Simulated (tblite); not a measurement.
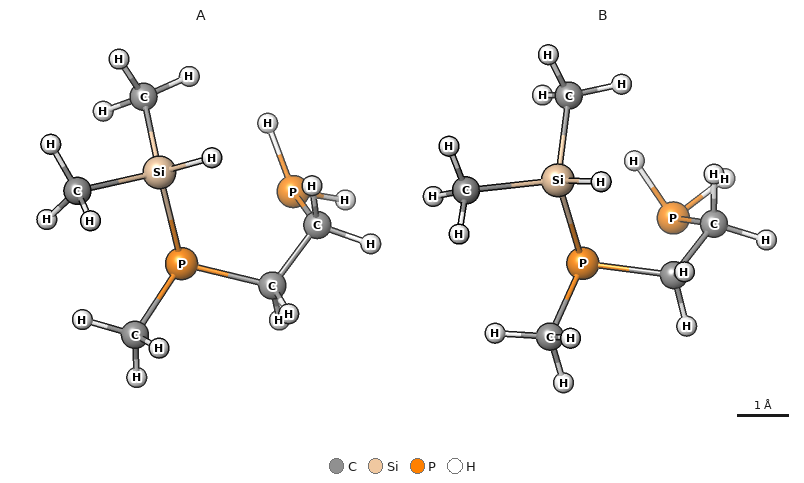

Two geometries of C₅H₁₆P₂Si, drawn at one scale. One is the start of a relaxation, the other its converged end. The picture is a ball-and-stick view, seen at a tilt.

Theory: GFN2-xTB geometry optimisation, gas phase (tblite). 

### Which geometry has the lower energy?

Structure B is the relaxed one. An H atom moves most after the best rigid fit: 1.03 Å. By element the largest moves are H 1.03 Å, P 0.75 Å, C 0.54 Å, Si 0.21 Å. Near-neighbour distances that change, for instance: P–P 3.280 → 2.910 Å, H–P 1.445 → 1.393 Å, C–H 1.137 → 1.085 Å, P–Si 2.209 → 2.259 Å. Bond angles that change, for instance: H–P–H 113.1° → 91.4°, C–P–H 112.9° → 94.7°, C–P–H 112.4° → 96.9°. Groups turn about C–P by about 35°, C–C by about 20°. Over 210 geometry steps the energy falls by 41.4 kcal/mol. The run took 3.2 s on 1 thread of Intel(R) Xeon(R) Platinum 8375C CPU @ 2.90GHz, on a shared host.
